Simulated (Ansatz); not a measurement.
# Quasi-harmonic thermodynamics of CaO (Lime, Fm-3m), part 2 of 4

Aim: the lattice, expansion, heat capacity and bulk modulus of CaO (Lime) as it warms.

Experimental results on record:
- heat capacity C_P per formula unit 42.2 J/mol/K and bulk modulus 113 GPa near room temperature (given in “High-Throughput Prediction of Finite-Temperature Properties using the Quasi-Harmonic Approximation”, 2016, arXiv:1603.06924)

Ansatz 0.2.0; DFT LDA, scalar-relativistic, plane waves, PAW (the session's first sound run).

So far. Step 2 (A first coarse run): The start is under -7.4 GPa at this level and looks like an insulator or semiconductor on this mesh.

## 4. Relaxing to small residual forces and stress

The relaxation is repeated with tighter thresholds on force and stress, since phonons are sensitive to what is left; a change of mesh or smearing in the input moves the cell too.

input.yaml

```yaml
crystal:
  lattice:
    - [0.0, 2.3539881328, 2.3539881328]
    - [2.3539881328, 0.0, 2.3539881328]
    - [2.3539881328, 2.3539881328, 0.0]
  atoms:
    - { symbol: Ca, position: [0.0, 0.0, 0.0] }
    - { symbol: O, position: [0.5, 0.5, 0.5] }
kpoints:
  mp_grid: { grid: [8, 8, 8] }
hamiltonian:
  xc: lda
scf:
  occupations: { method: fixed }
  lower_state_search: "off"
output:
  forces: true
  stress: true
  eigenvalues: true
  write_density: true
  write_potential: true
  elf: true
  volumetric_format: npy
relax:
  adjacent_minimum: "off"
  f_tol: 0.001
  max_steps: 60
  cell: { stress_tol: 0.01 }
```

On the command line:

```bash
ansatz run input.yaml --threads 4 --pin off --max-ram 16384MiB --backend cpu --events-out ev --progress --plain --runs-dir out
```

Numbers of over 12 decimals in the logs are rounded to 6 here.

Output:

```text
[...]
Crystal: 2 atoms, lattice volume = 26.088 Å³
Basis set: ecut = 420 eV, 531 PW (Γ)
Bands: 12, of which v1, the nominal top of the filled ones, is band 8 counted from 1 (7 counted from 0)
Symmetry: 48 space group operations
[...]
k-points: 29 of 512
[...]
SCF iter   1: F=—  HF=-2331.659074 eV  |F-HF|=—  |Δ(HF+E_count)|=         —  Δρ=1.71e-2  dr2=7.34e-2  ethr=1.77e-3  ⟨swp⟩=4.6  Hψ=2054  notcnv=0  defer=9
[...]
SCF iter   6: F=-2331.639763 eV  HF=-2331.639763 eV  |F-HF|=1.51e-8  |Δ(HF+E_count)|=   9.04e-7  Δρ=1.27e-5  dr2=2.64e-8  ethr=6.25e-10  ⟨swp⟩=8.0  Hψ=2817  notcnv=0
SCF 1 converged in 6 iterations: F = -2331.639763 eV  dr2 = 2.64e-8
[...]
relax step   1: F+E_penalty+E_count = -2331.63976250 eV  Δ(F+E_penalty+E_count) = +0.000e0 eV  max|allowed force component| = 7.520e-29 eV/Å  Δτ_max = 0.0000 Å  P = -0.013 GPa  Ω = 26.088 Å³  (6 SCF iters, dr2 threshold 1.00e-7 eV, accepted)
Crystal: 2 atoms, lattice volume = 26.085 Å³
[...]
SCF iter   4: F=-2331.639774 eV  HF=-2331.639774 eV  |F-HF|=6.64e-11  |Δ(HF+E_count)|=  7.37e-11  Δρ=1.26e-6  dr2=2.43e-10  ethr=2.55e-12  ⟨swp⟩=4.7  Hψ=1534  notcnv=0
SCF 2 converged in 4 iterations: F = -2331.639774 eV  dr2 = 2.43e-10
relax step   2: F+E_penalty+E_count = -2331.63977370 eV  Δ(F+E_penalty+E_count) = -1.119e-5 eV  max|allowed force component| = 4.628e-29 eV/Å  Δτ_max = 0.0000 Å  P = +0.001 GPa  Ω = 26.085 Å³  energy of the carried Pulay correction = +1.108e-5 eV  (4 SCF iters, dr2 threshold 4.08e-10 eV, accepted)
[...]
SCF iter   6: F=-2331.639774 eV  HF=-2331.639774 eV  |F-HF|=4.55e-13  |Δ(HF+E_count)|=  4.55e-13  Δρ=3.79e-8  dr2=1.02e-13  ethr=1.00e-12  ⟨swp⟩=6.1  Hψ=1811  notcnv=0
SCF 3 converged in 6 iterations: F = -2331.639774 eV  dr2 = 1.02e-13
relax step   3: F+E_penalty+E_count = -2331.63977370 eV  Δ(F+E_penalty+E_count) = -9.004e-11 eV  max|allowed force component| = 4.812e-29 eV/Å  Δτ_max = 0.0000 Å  P = +0.001 GPa  Ω = 26.085 Å³  stress off target by 7.41e-4 GPa  SCF on the basis re-selected at this cell (its energy is not comparable with the rows above)  (6 SCF iters)
basis re-selected at this cell: Δ(F+E_penalty+E_count) = -9.004e-11 eV, ΔP = -0.001 GPa vs the last step (what re-selecting the basis moved, of the pressure what is left beyond the Pulay correction that the steps carried, after the strain that the cell walked since its last selection, with what the two solves' SCF thresholds leave and, on support functions, any second-order correction that the steps lacked; it is no  [...]
SCF converged after 6 iterations
Free energy (F): -2331.639774 eV
[...]
Internal energy: -2331.639774 eV  (E = F + TS)
E sigma→0 (E₀):  -2331.639774 eV
Fermi energy:    7.995496 eV
[...]
--- Stress (GPa, compression-positive) ---
        0.000741      -0.000000      -0.000000
       -0.000000       0.000741      -0.000000
       -0.000000      -0.000000       0.000741
  P = ⅓ Tr σ = 0.0007 GPa (0.007 kbar)
--- Band table (eV; the first three rows and the last of 29) ---
  k-point 0: bands = [... 4 lower, -7.3318, 7.9955, 7.9955, 7.9955, 13.0843, 14.2656, 14.2656, 14.2656]
  k-point 1: bands = [... 4 lower, -7.0262, 7.4276, 7.7565, 7.7565, 13.7773, 14.2294, 14.5561, 14.5561]
  k-point 2: bands = [... 4 lower, -6.4512, 6.3519, 7.2502, 7.2502, 14.3166, 15.2650, 15.3221, 15.3221]
  k-point 28: bands = [... 4 lower, -6.5528, 6.5884, 6.9281, 6.9281, 14.3836, 14.3836, 16.8166, 17.9662]
--- Relaxed structure (2 steps of the walk, 2 accepted, 1 SCFs on fresh bases) ---
[...]
cell:  # Å, volume = 26.0853 Å³
    - [0, 2.353903, 2.353903]
    - [2.353903, 0, 2.353903]
    - [2.353903, 2.353903, 0]
  atoms:
    - { symbol: Ca, position: [0, 0, 0] }
    - { symbol: O, position: [0.500000, 0.500000, 0.500000] }
```

Wall time 0.92 s (4 threads of Arm Neoverse V1, shared host); peak memory 0.27 GiB; 2.6 s of CPU time.

Little changed from the start: no atom moved by 0.005 Å and no cell edge by 0.1 %.

This step gave:

```yaml
pressure: 7.41e-4 GPa
gap_on_the_k_mesh: 3.450 eV
```

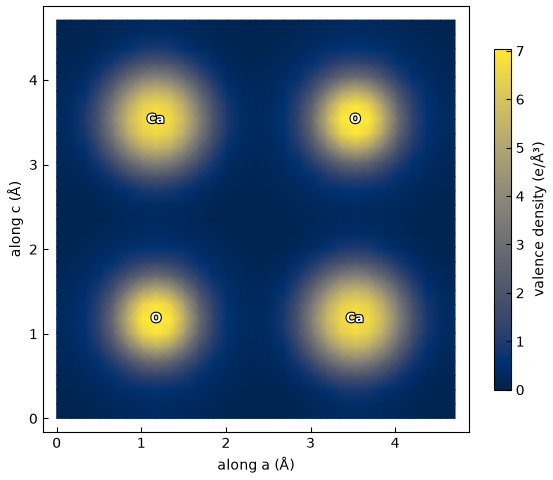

Valence density in the ac plane of the conventional cell at fractional y = 0.000, with atoms of Ca and O within 0.2 Å of it. It is the smooth field of the valence electrons, not physical close to the nuclei. The map starts off the cell's origin, so that atoms lie inside it.

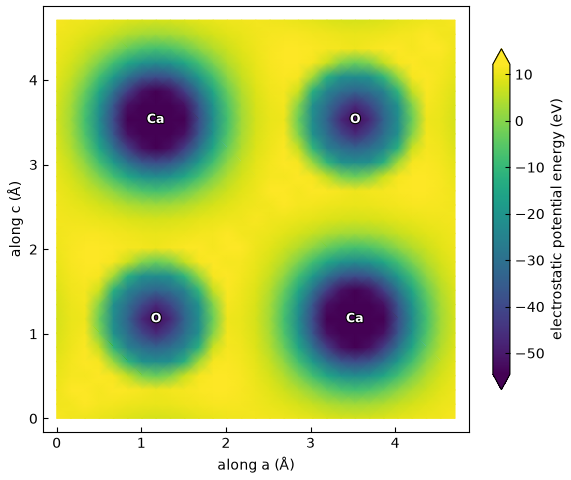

Electrostatic potential energy in the ac plane of the conventional cell at fractional y = 0.000, with atoms of Ca and O within 0.2 Å of it. With pseudopotentials it is smooth inside the atoms' cores, unlike the true potential. The map starts off the cell's origin, so that atoms lie inside it.

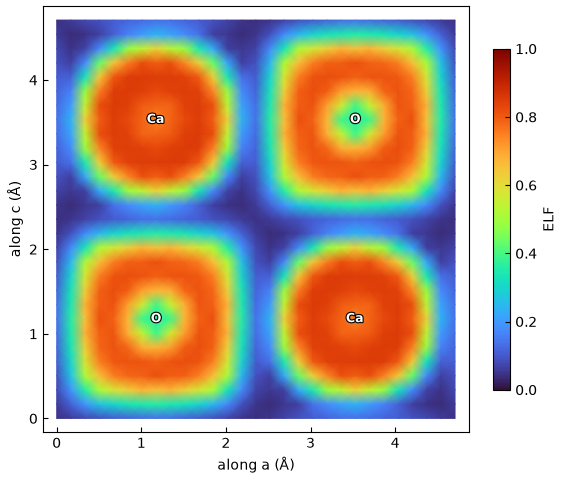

ELF in the ac plane of the conventional cell at fractional y = 0.000, with atoms of Ca and O within 0.2 Å of it. It is the smooth field of the valence electrons, not physical close to the nuclei. The map starts off the cell's origin, so that atoms lie inside it.

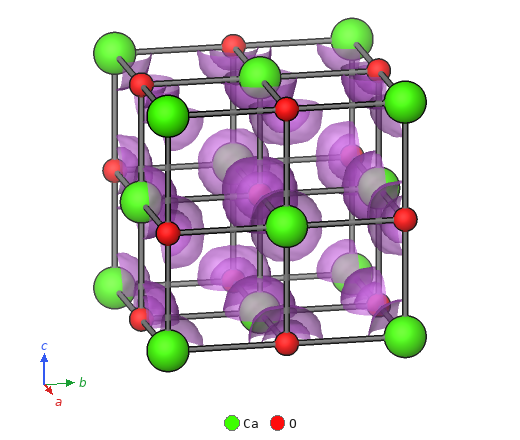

Surface of ELF = 0.78.

The residual pressure is 7.4e-4 GPa, small enough for phonons.

## 5. Phonons on strained cells, functional LDA, q-mesh 2×2×2

The study relaxes the crystal at several strains, solves the phonons on some of them and minimises the free energy at each temperature (static energy, vibrations, the electrons in a metal, and PV under a set pressure); the q-mesh sets how far the force constants reach.

input.yaml, the sections that differ from step 4:

```yaml
crystal:
  lattice:
    - [0.0, 2.3539031613, 2.3539031613]
    - [2.3539031613, 0.0, 2.3539031613]
    - [2.3539031613, 2.3539031613, 0.0]
  atoms:
    - { symbol: Ca, position: [0.0, 0.0, 0.0] }
    - { symbol: O, position: [0.5, 0.5, 0.5] }
output:
  eigenvalues: true
phonons:
  method: dfpt
  qmesh: [2, 2, 2]
  temperatures: { t_max: 1200.0, t_step: 50 }
  thermal_expansion: {}
# kpoints, hamiltonian, scf: as in step 4
# relax: removed
```

Output:

```text
[...]
Crystal: 2 atoms, lattice volume = 26.085 Å³
Basis set: ecut = 487.2 eV, 609 PW (Γ), exchange–correlation on 48×48×48 points (8 copies of the dense FFT grid, shifted against one another)
Bands: 12, of which v1, the nominal top of the filled ones, is band 8 counted from 1 (7 counted from 0)
Symmetry: 48 space group operations
[...]
k-points: 29 of 512
[...]
SCF iter   1: F=—  HF=-2331.667011 eV  |F-HF|=—  |Δ(HF+E_count)|=         —  Δρ=1.70e-2  dr2=7.33e-2  ethr=1.77e-3  ⟨swp⟩=4.9  Hψ=2073  notcnv=0  defer=9
[...]
SCF iter   8: F=-2331.647984 eV  HF=-2331.647984 eV  |F-HF|=4.55e-13  |Δ(HF+E_count)|=  1.00e-11  Δρ=3.30e-8  dr2=1.53e-13  ethr=1.00e-12  ⟨swp⟩=6.3  Hψ=1880  notcnv=0
SCF 1 converged in 8 iterations: F = -2331.647984 eV  dr2 = 1.53e-13
[...]
relax step   1: F+E_penalty+E_count = -2331.64798361 eV  Δ(F+E_penalty+E_count) = +0.000e0 eV  max|allowed force component| = 1.183e-29 eV/Å  Δτ_max = 0.0000 Å  (8 SCF iters, accepted)
SCF converged after 8 iterations
Free energy (F): -2331.647984 eV
[...]
Internal energy: -2331.647984 eV  (E = F + TS)
E sigma→0 (E₀):  -2331.647984 eV
Fermi energy:    7.996965 eV
[...]
--- Stress (GPa, compression-positive) ---
        0.003862       0.000000       0.000000
        0.000000       0.003862      -0.000000
        0.000000       0.000000       0.003862
  P = ⅓ Tr σ = 0.0039 GPa (0.039 kbar)
--- Band table (eV; the first three rows and the last of 29) ---
  k-point 0: bands = [... 4 lower, -7.3302, 7.9970, 7.9970, 7.9970, 13.0855, 14.2659, 14.2659, 14.2659]
  k-point 1: bands = [... 4 lower, -7.0245, 7.4284, 7.7578, 7.7578, 13.7785, 14.2298, 14.5564, 14.5564]
  k-point 2: bands = [... 4 lower, -6.4496, 6.3519, 7.2509, 7.2509, 14.3170, 15.2660, 15.3225, 15.3225]
  k-point 28: bands = [... 4 lower, -6.5511, 6.5893, 6.9285, 6.9285, 14.3841, 14.3841, 16.8173, 17.9665]
── thermal expansion: 3 new cells, 3 in all ──
thermal expansion: relaxation of cell 2
thermal expansion: relaxation of cell 3
── thermal expansion: 2 new cells, 5 in all ──
thermal expansion: relaxation of cell 4
thermal expansion: phonons of cell 4
thermal expansion: relaxation of cell 5
thermal expansion: phonons of cell 5
── thermal expansion: 6 new cells, 11 in all ──
thermal expansion: relaxation of cell 6
thermal expansion: relaxation of cell 7
thermal expansion: relaxation of cell 8
thermal expansion: relaxation of cell 9
thermal expansion: relaxation of cell 10
thermal expansion: relaxation of cell 11
thermal expansion: phonons of cell 6
thermal expansion: phonons of cell 7
thermal expansion: phonons of cell 8
WARN: thermal expansion: narrow_supercell: the supercell is narrow for a crystal that has a band gap and may be polar, so the expansion can be far off: type phonons.supercell or phonons.qmesh [3, 3, 3] or more in a new run
--- Relaxed structure (1 steps of the walk, 1 accepted, 0 SCFs on fresh bases) ---
  F+E_penalty+E_count = -2331.64798361 eV   max|allowed force component| = 1.183e-29 eV/Å
  atoms:
    - { symbol: Ca, position: [0.0, 0.0, 0.0] }
    - { symbol: O, position: [0.5, 0.5, 0.5] }
--- Thermal expansion: 11 cells in 3 rounds, 0 GPa ---
  no lower state was looked for at cell 4: scf.lower_state_search: off
  without vibrations: a 3.32896, b 3.32896, c 3.32896 Å, V 26.0862 Å³, B 128.86 GPa
  at 0 K: a 3.33811, b 3.33811, c 3.33811 Å, V 26.3018 Å³, B 125.45 GPa
  zero-point expansion: a +0.275, b +0.275, c +0.275, V +0.826 %
      T/K        a/Å        b/Å        c/Å       V/Å³ | expansion of a, b, c, V (1e-6/K)   | that of V in the mean from 25 °C | C_P, C_V (J/mol K of the cell) | B_T, B_S (GPa)
     0.00    3.33811    3.33811    3.33811    26.3018 |    0.00    0.00    0.00    0.00 |   18.95 |     0.000     0.000 |   125.45   125.45
   150.00    3.33948    3.33948    3.33948    26.3344 |    7.35    7.35    7.35   22.04 |   29.83 |    27.281    27.138 |   124.05   124.71
   298.15    3.34442    3.34442    3.34442    26.4512 |   11.71   11.71   11.71   35.12 |       - |    42.624    41.919 |   120.34   122.37
   400.00    3.34864    3.34864    3.34864    26.5515 |   12.96   12.96   12.96   38.87 |   37.22 |    46.366    45.230 |   117.50   120.45
   550.00    3.35547    3.35547    3.35547    26.7145 |   14.17   14.17   14.17   42.52 |   39.52 |    49.183    47.374 |   113.09   117.40
   700.00    3.36287    3.36287    3.36287    26.8916 |   15.19   15.19   15.19   45.56 |   41.43 |    50.892    48.340 |   108.43   114.15
   850.00    3.37080    3.37080    3.37080    27.0822 |   16.21   16.21   16.21   48.63 |   43.22 |    52.245    48.851 |   103.52   110.71
  1000.00    3.37929    3.37929    3.37929    27.2872 |   17.33   17.33   17.33   52.00 |   45.03 |    53.522    49.151 |    98.34   107.09
  1150.00    3.38840    3.38840    3.38840    27.5087 |   18.63   18.63   18.63   55.89 |   46.93 |    54.869    49.342 |    92.87   103.28
  1200.00    3.39160    3.39160    3.39160    27.5867 |   19.11   19.11   19.11   57.34 |   47.60 |    55.354    49.390 |    90.98   101.97
  the static fit leaves 0.003 meV an atom of the energies and, of the stresses, 0.001 GPa of each cell's largest along a strain (root mean squares over the cells), whose Pulay part it has at -0.032 GPa
  vibrations' free energy: its fit leaves 0.0008 meV an atom at the most
  the electrons' free energy at temperature is not in it: every band gap is over 1.24 eV
  free energies summed between the sampled wave vectors
  estimated error of the fitted expansion in any direction: up to 0.050e-6/K, at 1200 K (an estimate, not a bound: it was exceeded on models of known expansion)
  by sums over the sampled wave vectors an expansion of the volume parts by up to 0.62e-6/K
  by a static energy of one degree less an expansion of the volume parts by up to 0.11e-6/K
  the FFT grids of the static calculations differ: 24 × 24 × 24, 25 × 25 × 25
  band gaps on the cells' k-points are 3.425 to 3.497 eV
  narrow_supercell: the supercell is narrow for a crystal that has a band gap and may be polar, so the expansion can be far off: type phonons.supercell or phonons.qmesh [3, 3, 3] or more in a new run
```

Wall time 49 s (4 threads); peak memory 0.53 GiB; 2.8 min of CPU time.

This step gave:

```yaml
pressure: 0.003862 GPa
gap_on_the_k_mesh: 3.449 eV
volume_expansion_coefficient_at_298_k: 35.12 1e-6/K
c_p_at_298_k: 21.31 J/mol-atom/K
entropy_at_298_k: 19.76 J/mol-atom/K
isothermal_bulk_modulus_at_298_k: 120.3 GPa
grueneisen_parameter_at_298_k: 1.606
volume_at_298_k: 13.23 Å³/atom
principal_linear_expansion_coefficients_at_298_k: 11.71, 11.71, 11.71 1e-6/K
```

Strained cells of the study; zero-point energy where phonons were solved; the pressures are stresses at a fixed cutoff and can carry an offset from the finite basis. Expansion cells, by row:

| cell | \|a\| (Å) | \|b\| (Å) | \|c\| (Å) | V (Å³/atom) | E - E_lowest (meV/atom) | pressure, compression positive (GPa) | gap (eV) | zero-point energy (meV/atom) |
| --- | --- | --- | --- | --- | --- | --- | --- | --- |
| 1 | 3.329 | 3.329 | 3.329 | 13.04 | 0.004 | -0.028 | 3.449 | - |
| 2 | 3.356 | 3.356 | 3.356 | 13.36 | 2.929 | -2.949 | 3.466 | - |
| 3 | 3.303 | 3.303 | 3.303 | 12.73 | 3.062 | 3.219 | 3.43 | - |
| 4 | 3.329 | 3.329 | 3.329 | 13.05 | 0 | -0.061 | 3.449 | 55.77 |
| 5 | 3.346 | 3.346 | 3.346 | 13.24 | 1.196 | -1.925 | 3.46 | 54.49 |
| 6 | 3.368 | 3.368 | 3.368 | 13.51 | 6.293 | -4.221 | 3.472 | 52.79 |
| 7 | 3.388 | 3.388 | 3.388 | 13.75 | 13.9 | -6.065 | 3.481 | 51.3 |
| 8 | 3.408 | 3.408 | 3.408 | 13.99 | 24.32 | -7.766 | 3.489 | 49.82 |
| 9 | 3.296 | 3.296 | 3.296 | 12.66 | 4.731 | 4.052 | 3.425 | - |
| 10 | 3.313 | 3.313 | 3.313 | 12.85 | 1.149 | 1.929 | 3.438 | - |
| 11 | 3.435 | 3.435 | 3.435 | 14.33 | 42.94 | -9.874 | 3.497 | - |

Quasi-harmonic; a, b, c are the run's own cell vectors. Expansion, by row:

| T (K) | a (Å) | b (Å) | c (Å) | alpha (deg) | beta (deg) | gamma (deg) | cell volume (Å³/cell) | alpha_a (1e-6/K) | alpha_b (1e-6/K) | alpha_c (1e-6/K) | alpha_V (1e-6/K) | C_P (J/mol-atom/K) | C_V (J/mol-atom/K) | S (J/mol-atom/K) | B_T (GPa) | B_S (GPa) | Grueneisen | extrapolation | fit error (1e-6/K) |
| --- | --- | --- | --- | --- | --- | --- | --- | --- | --- | --- | --- | --- | --- | --- | --- | --- | --- | --- | --- |
| 0 | 3.338 | 3.338 | 3.338 | 60 | 60 | 60 | 26.3 | 0 | 0 | 0 | 0 | 0 | 0 | 0 | 125.5 | 125.5 | - | 0 | 0 |
| 50 | 3.338 | 3.338 | 3.338 | 60 | 60 | 60 | 26.3 | 0.68 | 0.68 | 0.68 | 2.03 | 1.356 | 1.356 | 0.374 | 125.4 | 125.4 | 1.484 | 0 | 0 |
| 100 | 3.339 | 3.339 | 3.339 | 60 | 60 | 60 | 26.31 | 4.12 | 4.12 | 4.12 | 12.35 | 7.771 | 7.756 | 3.147 | 125 | 125.2 | 1.576 | 0 | 0 |
| 150 | 3.339 | 3.339 | 3.339 | 60 | 60 | 60 | 26.33 | 7.35 | 7.35 | 7.35 | 22.04 | 13.64 | 13.57 | 7.481 | 124 | 124.7 | 1.598 | 0 | 0 |
| 200 | 3.341 | 3.341 | 3.341 | 60 | 60 | 60 | 26.37 | 9.45 | 9.45 | 9.45 | 28.36 | 17.43 | 17.28 | 11.97 | 122.9 | 124 | 1.602 | 0 | 0.01 |
| 250 | 3.343 | 3.343 | 3.343 | 60 | 60 | 60 | 26.41 | 10.81 | 10.81 | 10.81 | 32.43 | 19.81 | 19.56 | 16.13 | 121.6 | 123.2 | 1.604 | 0 | 0.01 |
| 298.1 | 3.344 | 3.344 | 3.344 | 60 | 60 | 60 | 26.45 | 11.71 | 11.71 | 11.71 | 35.12 | 21.31 | 20.96 | 19.76 | 120.3 | 122.4 | 1.606 | 0 | 0.01 |
| 300 | 3.344 | 3.344 | 3.344 | 60 | 60 | 60 | 26.45 | 11.74 | 11.74 | 11.74 | 35.21 | 21.36 | 21 | 19.89 | 120.3 | 122.3 | 1.606 | 0 | 0.01 |
| 350 | 3.347 | 3.347 | 3.347 | 60 | 60 | 60 | 26.5 | 12.42 | 12.42 | 12.42 | 37.26 | 22.42 | 21.96 | 23.27 | 118.9 | 121.4 | 1.61 | 0 | 0.01 |
| 400 | 3.349 | 3.349 | 3.349 | 60 | 60 | 60 | 26.55 | 12.96 | 12.96 | 12.96 | 38.87 | 23.18 | 22.61 | 26.31 | 117.5 | 120.5 | 1.615 | 0 | 0.01 |
| 450 | 3.351 | 3.351 | 3.351 | 60 | 60 | 60 | 26.6 | 13.41 | 13.41 | 13.41 | 40.23 | 23.76 | 23.08 | 29.08 | 116.1 | 119.5 | 1.62 | 0 | 0.01 |
| 500 | 3.353 | 3.353 | 3.353 | 60 | 60 | 60 | 26.66 | 13.81 | 13.81 | 13.81 | 41.42 | 24.22 | 23.43 | 31.61 | 114.6 | 118.5 | 1.626 | 0 | 0.01 |
| 550 | 3.355 | 3.355 | 3.355 | 60 | 60 | 60 | 26.71 | 14.17 | 14.17 | 14.17 | 42.52 | 24.59 | 23.69 | 33.93 | 113.1 | 117.4 | 1.633 | 0 | 0.01 |
| 600 | 3.358 | 3.358 | 3.358 | 60 | 60 | 60 | 26.77 | 14.52 | 14.52 | 14.52 | 43.56 | 24.91 | 23.89 | 36.09 | 111.6 | 116.3 | 1.64 | 0 | 0.02 |
| 650 | 3.36 | 3.36 | 3.36 | 60 | 60 | 60 | 26.83 | 14.86 | 14.86 | 14.86 | 44.57 | 25.19 | 24.04 | 38.09 | 110 | 115.2 | 1.647 | 0 | 0.02 |
| 700 | 3.363 | 3.363 | 3.363 | 60 | 60 | 60 | 26.89 | 15.19 | 15.19 | 15.19 | 45.56 | 25.45 | 24.17 | 39.97 | 108.4 | 114.2 | 1.655 | 0 | 0.02 |
| 750 | 3.365 | 3.365 | 3.365 | 60 | 60 | 60 | 26.95 | 15.52 | 15.52 | 15.52 | 46.57 | 25.68 | 24.27 | 41.73 | 106.8 | 113 | 1.663 | 0 | 0.02 |
| 800 | 3.368 | 3.368 | 3.368 | 60 | 60 | 60 | 27.02 | 15.86 | 15.86 | 15.86 | 47.59 | 25.91 | 24.36 | 43.4 | 105.2 | 111.9 | 1.672 | 0 | 0.02 |
| 850 | 3.371 | 3.371 | 3.371 | 60 | 60 | 60 | 27.08 | 16.21 | 16.21 | 16.21 | 48.63 | 26.12 | 24.43 | 44.97 | 103.5 | 110.7 | 1.681 | 0 | 0.03 |
| 900 | 3.374 | 3.374 | 3.374 | 60 | 60 | 60 | 27.15 | 16.57 | 16.57 | 16.57 | 49.71 | 26.34 | 24.48 | 46.47 | 101.8 | 109.5 | 1.69 | 0 | 0.03 |
| 950 | 3.376 | 3.376 | 3.376 | 60 | 60 | 60 | 27.22 | 16.94 | 16.94 | 16.94 | 50.83 | 26.55 | 24.53 | 47.9 | 100.1 | 108.3 | 1.7 | 0 | 0.03 |
| 1000 | 3.379 | 3.379 | 3.379 | 60 | 60 | 60 | 27.29 | 17.33 | 17.33 | 17.33 | 52 | 26.76 | 24.58 | 49.27 | 98.34 | 107.1 | 1.71 | 0 | 0.02 |
| 1050 | 3.382 | 3.382 | 3.382 | 60 | 60 | 60 | 27.36 | 17.74 | 17.74 | 17.74 | 53.23 | 26.98 | 24.61 | 50.58 | 96.55 | 105.8 | 1.72 | 0 | 0.02 |
| 1100 | 3.385 | 3.385 | 3.385 | 60 | 60 | 60 | 27.43 | 18.18 | 18.18 | 18.18 | 54.53 | 27.2 | 24.64 | 51.84 | 94.73 | 104.6 | 1.731 | 0 | 0.02 |
| 1150 | 3.388 | 3.388 | 3.388 | 60 | 60 | 60 | 27.51 | 18.63 | 18.63 | 18.63 | 55.89 | 27.43 | 24.67 | 53.06 | 92.87 | 103.3 | 1.743 | 0 | 0.03 |
| 1200 | 3.392 | 3.392 | 3.392 | 60 | 60 | 60 | 27.59 | 19.11 | 19.11 | 19.11 | 57.34 | 27.68 | 24.7 | 54.23 | 90.98 | 102 | 1.755 | 0 | 0.05 |

The expansion coefficient by temperature; values in 1e-6/K:

| temperature (K) | volume | principal 1 |
| --- | --- | --- |
| 0 | 0 | 0 |
| 50 | 2.03 | 0.68 |
| 150 | 22.0 | 7.35 |
| 200 | 28.4 | 9.45 |
| 298 | 35.1 | 11.7 |
| 300 | 35.2 | 11.7 |
| 400 | 38.9 | 13.0 |
| 450 | 40.2 | 13.4 |
| 550 | 42.5 | 14.2 |
| 600 | 43.6 | 14.5 |
| 700 | 45.6 | 15.2 |
| 750 | 46.6 | 15.5 |
| 850 | 48.6 | 16.2 |
| 900 | 49.7 | 16.6 |
| 1000 | 52 | 17.3 |
| 1050 | 53.2 | 17.7 |
| 1150 | 55.9 | 18.6 |
| 1200 | 57.3 | 19.1 |

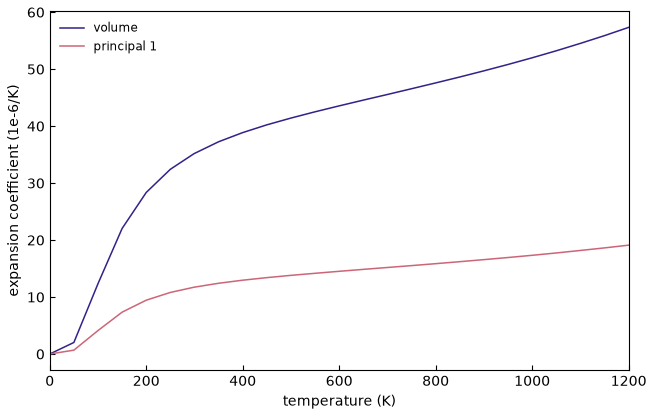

Expansion coefficient against temperature.

At 298 K the volume expansion is 35.1 × 10⁻⁶/K and B_T is 120 GPa. The log warns that this q-mesh is too narrow, so the figure can be far off. The program raised the cutoff to 487.2 eV by itself: with no cutoff typed, the study takes about 1.16 times the default for its relaxations and scales it with the volume for the phonons.

(Continued in part 3 of 4.)

[Logs are printed without paths, hosts, clocks, repeated set-up lines and the standing remarks that a program may print on its own settings, such as how far it seeks lower states.]

[Hosts, paths, dates, database ids (printed as entryN), source tags and the programs' standing remarks are cut or masked in the printed files.]

[A step with changed settings may run another functional than the one named; its input shows which.]
